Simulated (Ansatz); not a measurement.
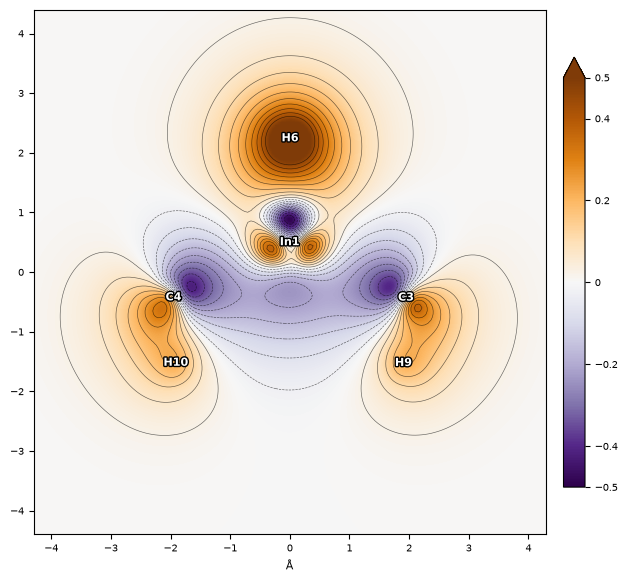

*C$_{2}$H$_{7}$In···HF. The HOMO−1 on the plane of atoms C3, In1 and H6 (values in Å⁻³ᐟ²; the overall sign is arbitrary).*

Core potentials replace the inner electrons of In; not at a stationary point (largest force 1.1 eV/Å).

Theory: RKS PBE0-D4/def2-SVP (Ansatz).

```xyz
12

In   -0.2544    0.2679    0.1766
F     2.4868    1.5703   -1.0739
C     0.4410   -0.9057    1.8496
C    -1.4312   -0.3495   -1.5239
H     1.8339    2.0434   -0.6440
H     0.1359    1.9646    0.2419
H     1.5409   -0.8652    1.8889
H     0.0621   -0.4616    2.7847
H     0.1241   -1.9563    1.8019
H    -1.6237   -1.4309   -1.5465
H    -2.3987    0.1791   -1.5037
H    -0.9168   -0.0562   -2.4517
```

Where does this orbital lie, and at what energy?

Answer. It lies mainly on H6 (about 35 %), In1 (about 30 %), C4 (about 10 %) and C3 (about 10 %). Its energy is −7.71 eV.
